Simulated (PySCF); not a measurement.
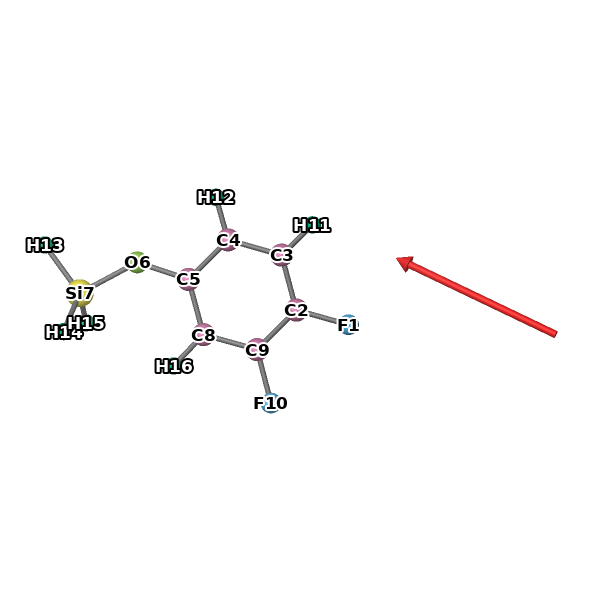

The arrow beside the molecule shows the direction of the dipole moment, from the negative to the positive end (its length means nothing). The computed structure is the end point of a GFN2-xTB optimisation. No frequency run is at hand to confirm it as a minimum. Level of theory: PBE0/pcSseg-1, gas phase (PySCF 2.14.0).

Estimate the dipole moment.

2.70 D; it points from the side of F1 to the side of H13 (the outermost atoms at the two ends).

The geometry is semi-empirical. Around Si such bond lengths and angles can be off by a tenth of an ångström or more and by several degrees, and values that hang on the shape move with them.
